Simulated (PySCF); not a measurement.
BF3, SMILES `FB(F)F`.

Level of theory: B3LYP/def2-SVPD (PySCF), at a geometry from GFN2-xTB. No frequency check shows the geometry to be a minimum.

The calculation's input:

```python
import numpy as np
from pyscf import gto, scf, dft
from pyscf.scf import atom_ks, atom_hf
from scipy.linalg import block_diag

def solve(mol, dm0=None, hcore=None):
    mf = (dft.UKS if mol.spin else dft.RKS)(mol, xc='b3lyp')
    mf.grids.level = 3
    mf = mf.density_fit(auxbasis='def2-universal-jkfit')
    mf.conv_tol, mf.max_cycle = 1e-8, 80
    if hcore is not None:
        mf.get_hcore = lambda *args: hcore
    mf.kernel(dm0)
    if not mf.converged:
        mf = mf.newton().run(mf.mo_coeff, mf.mo_occ, max_cycle=30)
    assert mf.converged, 'SCF not converged'
    return mf

mol = gto.M(atom='''
F     -1.29971    -0.04218     0.00000
B      0.00002     0.00000     0.00000
F      0.61332     1.14667     0.00000
F      0.68638    -1.10449     0.00000
''', basis='def2-svpd', charge=0, spin=0, verbose=4)
field = np.array([0.004, 0.0, 0.0])  # atomic units
mol.set_common_orig(mol.atom_charges() @ mol.atom_coords() / mol.atom_charges().sum())
mf = solve(mol)
out = dict(dm0=mf.make_rdm1(), d0=mf.dip_moment(unit='AU'), e0=mf.e_tot)
for name, sign in (('p', 1), ('m', -1)):
    h = mf.get_hcore() + sign * np.einsum('x,xij->ij', field, mol.intor('int1e_r'))
    mi = solve(mol, mf.make_rdm1(), h)
    out.update({'dm' + name: mi.make_rdm1(), 'd' + name: mi.dip_moment(unit='AU'), 'e' + name: mi.e_tot})
# spherically averaged free atoms, for the promolecule
atm = atom_ks.get_atm_nrks(mol, xc='b3lyp')
pro = block_diag(*[(atm[a[0]][2] * atm[a[0]][3]) @ atm[a[0]][2].T for a in mol._atom])
np.savez('result.npz', pro=pro, **out)
```

Launched as:

```sh
OMP_NUM_THREADS=1 python input.py
```

The run took 7.5 s on 1 thread of AMD EPYC 7R43 64-Core Processor (Zen 3) (shared host), peak memory 0.35 GiB.

Partitions, critical points and surface values were worked out afterwards from this run's density.

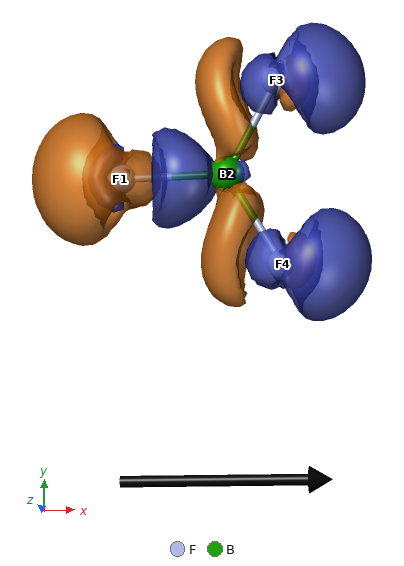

Change of the electron density in a uniform field of 0.21 V/Å along +x (arrow), surfaces at ±0.0015 e/Å³ (orange: gain, blue: loss).

### What dipole is induced, and what polarisability does it imply?

The induced dipole is 0.17 D (along the field); α along this axis, from the fields in both directions, is 17 bohr³ (2.5 Å³).

### Which atoms gain and lose the most charge?

Electrons gather most on F1 (Hirshfeld charge changes by −0.008 e) and leave F3 and F4 alike most (+0.004 e); 0.020 electrons are displaced in all.
